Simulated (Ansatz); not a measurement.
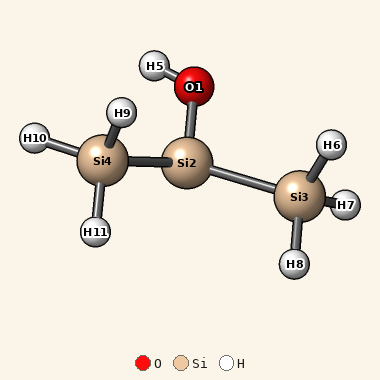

The system is H7OSi3, SMILES O[Si]([SiH3])[SiH3], spin multiplicity 2; the picture shows the reference structure. First axis: angle H5–O1–Si2. Second axis: dihedral H5–O1–Si2–Si3. Nothing is relaxed (all other coordinates rigid). Grid: 15 × 15 points. All energies are given in kJ/mol relative to the lowest grid point. The calculation used UHF/def2-SVP in Ansatz 0.2.0.

Its coordinates:

```xyz
11

O     1.7918    0.9211   -0.7865
Si    0.5680   -0.2008   -0.6193
Si    0.8535   -1.2526    1.4761
Si   -1.5791    0.7406   -0.9868
H     1.8654    1.4163   -1.5874
H     0.7889   -0.2786    2.5944
H     2.1593   -1.9521    1.5229
H    -0.2358   -2.2468    1.6482
H    -1.9386    1.7661    0.0262
H    -1.6225    1.3790   -2.3273
H    -2.5856   -0.3490   -0.9399
```

Range: angle H5–O1–Si2 from 84.6 to 154.6°; dihedral H5–O1–Si2–Si3 from −180 to 156°.

What landscape does the calculation give?

The lowest grid point is at angle H5–O1–Si2 = 119.6°, dihedral H5–O1–Si2–Si3 = −180°. A higher local minimum lies near angle H5–O1–Si2 = 119.6°, dihedral H5–O1–Si2–Si3 = 60° (2.9 kJ/mol above the lowest at that grid point). The highest grid point, angle H5–O1–Si2 = 84.6°, dihedral H5–O1–Si2–Si3 = −12°, lies 68.8 kJ/mol above the lowest. On the interpolated surface the easiest way out of the lowest well to the well at angle H5–O1–Si2 = 119.6°, dihedral H5–O1–Si2–Si3 = 60° passes a barrier of about 4.2 kJ/mol. Round the minimum the two coordinates are nearly uncoupled.

```
dihedral H5–O1–Si2–Si3 ↓, angle H5–O1–Si2 →  84.6  89.6  94.6  99.6  104.6  109.6  114.6  119.6  124.6  129.6  134.6  139.6  144.6  149.6  154.6
                                        156  57.8  40.6  27.1  16.8    9.4    4.5    1.8    0.9    1.6    3.6    6.5   10.2   14.3   18.6   22.8
                                        132  59.6  42.7  29.4  19.2   11.8    6.8    4.0    3.0    3.5    5.3    8.1   11.6   15.5   19.6   23.6
                                        108  60.0  43.3  30.1  20.1   12.8    7.9    5.1    4.1    4.7    6.5    9.2   12.6   16.4   20.4   24.3
                                         84  58.3  41.6  28.5  18.6   11.6    6.9    4.4    3.6    4.4    6.4    9.3   12.9   16.8   20.8   24.7
                                         60  57.9  40.9  27.6  17.6   10.5    5.9    3.5    2.9    3.9    6.1    9.1   12.9   16.9   21.1   25.0
                                         36  61.4  43.8  30.0  19.5   12.0    7.1    4.4    3.7    4.5    6.5    9.5   13.2   17.3   21.4   25.3
                                         12  66.7  48.6  34.3  23.4   15.4   10.0    6.8    5.7    6.1    7.9   10.6   14.1   17.9   21.9   25.7
                                        −12  68.8  51.0  36.8  25.8   17.7   12.2    9.0    7.6    7.8    9.3   11.9   15.1   18.7   22.5   26.2
                                        −36  67.3  50.1  36.4  26.0   18.3   13.1   10.0    8.7    8.9   10.4   12.8   15.9   19.3   22.9   26.4
                                        −60  65.9  49.1  35.8  25.7   18.3   13.3   10.4    9.1    9.4   10.8   13.1   16.1   19.4   22.9   26.4
                                        −84  66.8  49.8  36.3  26.0   18.4   13.2   10.1    8.7    8.8   10.2   12.4   15.4   18.8   22.3   25.8
                                       −108  68.4  50.7  36.7  25.8   17.7   12.2    8.8    7.2    7.2    8.5   10.8   13.9   17.4   21.1   24.8
                                       −132  67.1  49.0  34.5  23.4   15.1    9.5    6.0    4.5    4.6    6.1    8.7   12.0   15.7   19.7   23.7
                                       −156  62.5  44.4  30.1  19.2   11.2    5.8    2.7    1.5    2.0    3.8    6.7   10.3   14.3   18.6   22.8
                                       −180  58.4  40.7  26.8  16.3    8.7    3.7    0.9    0.0    0.7    2.8    5.8    9.6   13.8   18.2   22.5
```

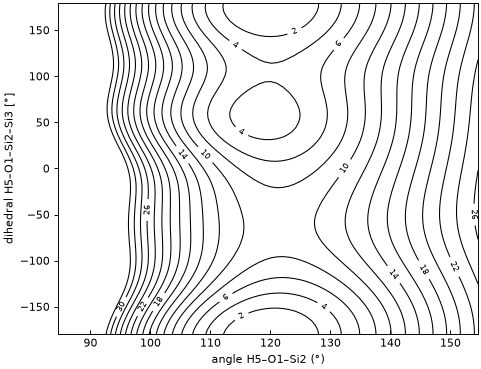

In the figure: contour lines labelled in kJ/mol (none above 32). Between grid points the surface is interpolated.

Each point was launched as `ansatz run input.yaml --threads 1 --pin off --max-ram 2560MiB --backend cpu --events-out ev --progress --plain --runs-dir out`. The whole map (225 points run) took 5.7 min on 1 thread of AMD EPYC 9R45 96-Core Processor (Zen 5) (shared host).
